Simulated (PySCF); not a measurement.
# Geometry relaxation of C₃H₁₁ClOSi₂ (part 2 of 2)

C₃H₁₁ClOSi₂; PBE0-D3(BJ)/def2-SVP geometry optimisation, gas phase (PySCF 2.14.0). 

Geometry of the input (Å):
```
C  0.1863  0.1637  0.6313
C  -0.2004  1.5846  0.1720
Si 0.2103  1.8770  -1.6736
C  -0.5678  -0.9107  -0.0709
Si -0.3021  -2.6275  0.7239
O  1.5083  -0.0707  0.5010
Cl -0.2436  0.0807  2.4277
H  0.3634  2.3137  0.7885
H  -1.2571  1.7707  0.3716
H  1.5519  1.3369  -1.9554
H  -0.7945  1.2492  -2.5023
H  0.2259  3.3289  -1.8680
H  -1.6901  -0.6552  -0.0760
H  -0.2826  -0.9236  -1.0980
H  -1.2168  -2.8041  1.8643
H  -0.6217  -3.5998  -0.2881
H  1.0932  -2.7392  1.1489
H  2.0187  0.6309  0.9291
```

### Trajectory as extended XYZ, continued
```
18
Properties=species:S:1:pos:R:3:forces:R:3 step=9 energy=-33586.14529
C     0.3724    0.2477    1.0609    0.0141  -0.0155   0.0262
C     0.0043    1.6614    0.6361   -0.0343   0.0292  -0.0119
Si    0.4124    2.0856   -1.1686    0.0251  -0.0071  -0.0069
C    -0.4807   -0.8450    0.4447   -0.0137   0.0140  -0.0245
Si   -0.2988   -2.5661    1.2308    0.0046  -0.0008   0.0205
O     1.6885   -0.0537    0.7983   -0.0164  -0.0003  -0.0040
Cl    0.1047    0.1842    2.9111   -0.0039   0.0050  -0.0159
H     0.5452    2.3838    1.2720    0.0011  -0.0004  -0.0005
H    -1.0655    1.8419    0.8228    0.0057  -0.0103   0.0000
H     1.8892    2.1923   -1.3636   -0.0032   0.0027  -0.0006
H    -0.1299    1.0657   -2.1142   -0.0026  -0.0036   0.0040
H    -0.2070    3.4089   -1.4806    0.0043   0.0037   0.0006
H    -1.5434   -0.5538    0.4735    0.0547  -0.0234   0.0199
H    -0.1923   -0.9233   -0.6169   -0.0342   0.0108  -0.0041
H    -1.2053   -2.7172    2.4055    0.0040  -0.0072  -0.0024
H    -0.7105   -3.5704    0.2001   -0.0072   0.0025  -0.0108
H     1.1092   -2.8454    1.6294   -0.0011   0.0037   0.0014
H     2.2496    0.6309    1.1832    0.0032  -0.0028   0.0090
18
Properties=species:S:1:pos:R:3:forces:R:3 step=10 energy=-33586.14709
C     0.3561    0.2533    1.0637   -0.0244  -0.0002   0.0608
C    -0.0093    1.6668    0.6337    0.0076   0.0111  -0.0177
Si    0.4326    2.0753   -1.1678    0.0193  -0.0109   0.0008
C    -0.5080   -0.8376    0.4599    0.0049   0.0181  -0.0375
Si   -0.2857   -2.5660    1.2195    0.0000   0.0052   0.0190
O     1.6691   -0.0541    0.7942   -0.0002  -0.0041  -0.0076
Cl    0.1004    0.1973    2.9161   -0.0009   0.0031  -0.0266
H     0.5303    2.3900    1.2699   -0.0039   0.0003   0.0035
H    -1.0795    1.8491    0.8137   -0.0054  -0.0034  -0.0147
H     1.9140    2.1806   -1.3249   -0.0046   0.0110  -0.0078
H    -0.0830    1.0436   -2.1156   -0.0053  -0.0025   0.0064
H    -0.1796    3.3937   -1.5123    0.0011   0.0059   0.0065
H    -1.5706   -0.5513    0.5224    0.0608  -0.0324   0.0180
H    -0.2496   -0.9023   -0.6106   -0.0363   0.0084   0.0010
H    -1.1512   -2.7410    2.4214   -0.0003  -0.0076  -0.0032
H    -0.7176   -3.5629    0.1897   -0.0092   0.0030  -0.0062
H     1.1375   -2.8319    1.5698   -0.0011  -0.0013   0.0041
H     2.2362    0.6243    1.1817   -0.0021  -0.0038   0.0011
18
Properties=species:S:1:pos:R:3:forces:R:3 step=11 energy=-33586.14828
C     0.3456    0.2562    1.0640   -0.0419   0.0137   0.0566
C    -0.0190    1.6692    0.6284    0.0362  -0.0068  -0.0079
Si    0.4528    2.0722   -1.1669    0.0003  -0.0118   0.0019
C    -0.5274   -0.8347    0.4735    0.0153   0.0129  -0.0295
Si   -0.2787   -2.5674    1.2155   -0.0007   0.0049   0.0030
O     1.6556   -0.0560    0.7850    0.0173  -0.0043  -0.0067
Cl    0.1038    0.2079    2.9171    0.0026   0.0018  -0.0223
H     0.5140    2.3941    1.2682   -0.0107  -0.0014   0.0075
H    -1.0912    1.8495    0.7970   -0.0086   0.0024  -0.0205
H     1.9346    2.2082   -1.2917   -0.0011   0.0074  -0.0068
H    -0.0202    1.0221   -2.1167   -0.0045  -0.0005   0.0040
H    -0.1773    3.3755   -1.5364   -0.0001   0.0049   0.0048
H    -1.5881   -0.5537    0.5675    0.0295  -0.0243   0.0159
H    -0.3001   -0.8910   -0.6044   -0.0212   0.0086  -0.0016
H    -1.1100   -2.7566    2.4390   -0.0030  -0.0024  -0.0015
H    -0.7354   -3.5567    0.1888   -0.0051   0.0018   0.0006
H     1.1543   -2.8299    1.5254   -0.0008  -0.0047   0.0046
H     2.2285    0.6183    1.1713   -0.0036  -0.0024  -0.0020
18
Properties=species:S:1:pos:R:3:forces:R:3 step=12 energy=-33586.14910
C     0.3385    0.2615    1.0702   -0.0384   0.0158   0.0246
C    -0.0242    1.6719    0.6235    0.0412  -0.0118   0.0017
Si    0.4649    2.0641   -1.1694   -0.0087  -0.0005   0.0032
C    -0.5354   -0.8306    0.4842    0.0212  -0.0072  -0.0075
Si   -0.2685   -2.5688    1.2075   -0.0005   0.0038  -0.0130
O     1.6490   -0.0528    0.7936    0.0208  -0.0112  -0.0007
Cl    0.0936    0.2215    2.9207    0.0047   0.0000  -0.0129
H     0.5003    2.4014    1.2649   -0.0108   0.0007   0.0063
H    -1.0988    1.8508    0.7779   -0.0074   0.0054  -0.0148
H     1.9479    2.1911   -1.2872    0.0003   0.0025  -0.0034
H    -0.0118    1.0134   -2.1167    0.0002   0.0019   0.0000
H    -0.1530    3.3714   -1.5465   -0.0027  -0.0005   0.0014
H    -1.5946   -0.5595    0.6058   -0.0162  -0.0044   0.0091
H    -0.3349   -0.8749   -0.5994   -0.0001   0.0048   0.0012
H    -1.0778   -2.7717    2.4436   -0.0029   0.0044   0.0017
H    -0.7450   -3.5477    0.1795    0.0017  -0.0006   0.0053
H     1.1695   -2.8341    1.4907    0.0000  -0.0049   0.0027
H     2.2222    0.6204    1.1814   -0.0023   0.0019  -0.0048
18
Properties=species:S:1:pos:R:3:forces:R:3 step=13 energy=-33586.14937
C     0.3382    0.2611    1.0697   -0.0196   0.0086   0.0056
C    -0.0244    1.6709    0.6209    0.0243  -0.0078   0.0055
Si    0.4711    2.0664   -1.1692   -0.0095   0.0018   0.0009
C    -0.5379   -0.8315    0.4879    0.0100  -0.0046   0.0005
Si   -0.2691   -2.5701    1.2089    0.0011  -0.0004  -0.0098
O     1.6480   -0.0547    0.7889    0.0148  -0.0060  -0.0003
Cl    0.0996    0.2237    2.9196    0.0024   0.0001  -0.0028
H     0.4932    2.4020    1.2661   -0.0080  -0.0008   0.0039
H    -1.1007    1.8476    0.7670   -0.0033   0.0024  -0.0070
H     1.9521    2.2205   -1.2795    0.0019  -0.0032  -0.0002
H     0.0180    1.0058   -2.1170    0.0002   0.0011  -0.0011
H    -0.1674    3.3622   -1.5520   -0.0010  -0.0014  -0.0013
H    -1.5964   -0.5628    0.6191   -0.0203   0.0026   0.0049
H    -0.3469   -0.8739   -0.5974    0.0061   0.0040  -0.0022
H    -1.0721   -2.7701    2.4497   -0.0011   0.0043   0.0015
H    -0.7555   -3.5478    0.1845    0.0029  -0.0008   0.0035
H     1.1694   -2.8411    1.4844   -0.0002  -0.0022   0.0009
H     2.2228    0.6192    1.1728   -0.0007   0.0024  -0.0025
18
Properties=species:S:1:pos:R:3:forces:R:3 step=14 energy=-33586.14943
C     0.3388    0.2616    1.0715   -0.0033   0.0001  -0.0018
C    -0.0227    1.6709    0.6211    0.0063  -0.0014   0.0017
Si    0.4690    2.0652   -1.1702   -0.0016   0.0040   0.0011
C    -0.5353   -0.8313    0.4871   -0.0008  -0.0027   0.0016
Si   -0.2679   -2.5701    1.2080    0.0009  -0.0013  -0.0023
O     1.6497   -0.0543    0.7937    0.0036  -0.0027   0.0008
Cl    0.0960    0.2245    2.9203    0.0005   0.0006   0.0005
H     0.4931    2.4028    1.2666   -0.0027   0.0002   0.0012
H    -1.0994    1.8478    0.7649   -0.0006  -0.0004  -0.0010
H     1.9506    2.2089   -1.2877    0.0006  -0.0021   0.0000
H     0.0038    1.0094   -2.1173    0.0005  -0.0001  -0.0008
H    -0.1625    3.3658   -1.5482   -0.0008  -0.0015  -0.0009
H    -1.5946   -0.5642    0.6177   -0.0089   0.0031   0.0004
H    -0.3425   -0.8719   -0.5978    0.0038   0.0011   0.0001
H    -1.0745   -2.7680    2.4468    0.0004   0.0018   0.0006
H    -0.7523   -3.5482    0.1833    0.0017  -0.0006   0.0007
H     1.1695   -2.8428    1.4879   -0.0001   0.0000  -0.0002
H     2.2231    0.6213    1.1768    0.0004   0.0020  -0.0018
```

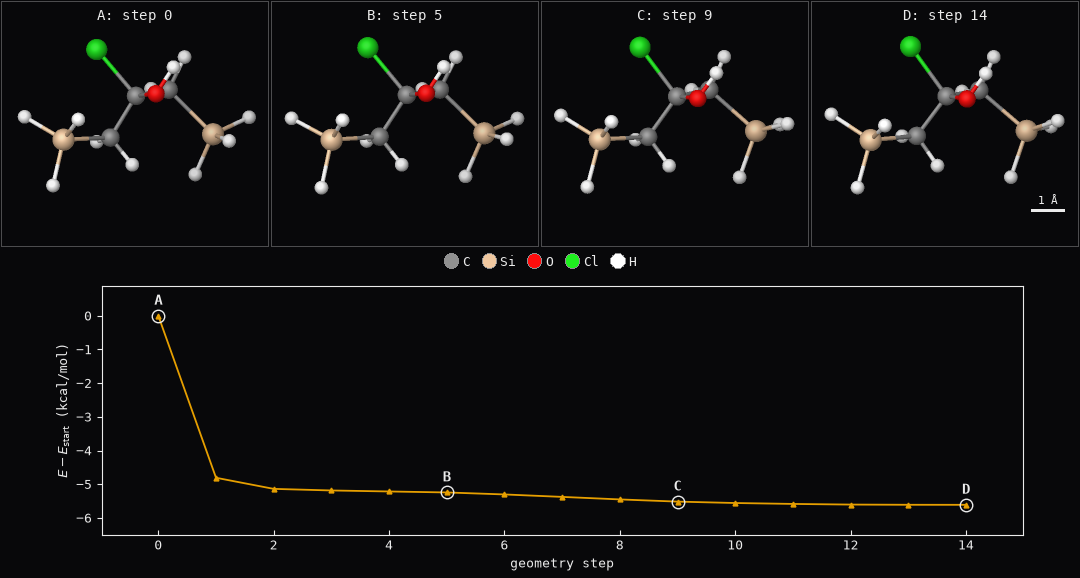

Figure 1. Frames of the relaxation (ball-and-stick view, seen at a tilt) above the curves, on which the letters mark them (steps are counted from 0).

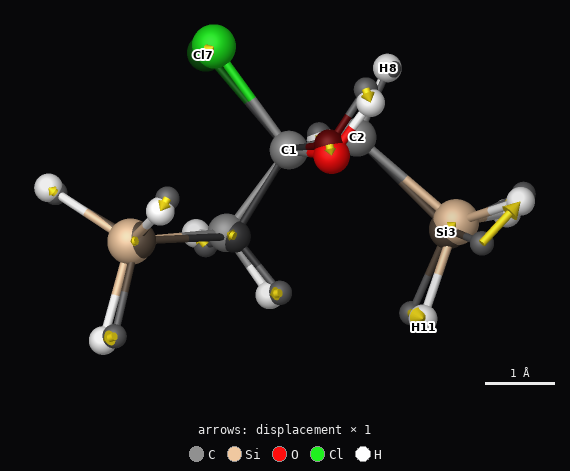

Figure 2. Start (faint) and end (solid) with the displacements as yellow arrows, at true length (ball-and-stick view, seen at a tilt). The two geometries are laid on each other by the best rigid fit. H10 moves most after the best rigid fit: 0.86 Å. By element the largest moves are H 0.86 Å, Cl 0.18 Å, O 0.16 Å, Si 0.16 Å, C 0.14 Å. Distances before and after: Si5–H16 1.439 → 1.497 Å, C4–H13 1.151 → 1.100 Å, Si3–H11 1.446 → 1.493 Å, C4–H14 1.066 → 1.103 Å. Among the angles that change: C4–Si5–H17 108.8° → 112.0°, C1–C4–Si5 112.4° → 115.6°, Si5–C4–H14 110.7° → 108.4°. After 14 geometry steps the energy has fallen by 5.61 kcal/mol. Largest force component: 2.2 eV/Å at the start, 0.0089 eV/Å at the end. (Atoms are counted from 1 in the order of the input.)

### Results in brief

| quantity | value |
| --- | --- |
| outcome | converged |
| total energy | −1234.268236 hartree |
| dipole moment | 2.10 D |
| point group | C1 |
| wall time | 4.4 min |
| peak memory | 0.83 GiB |
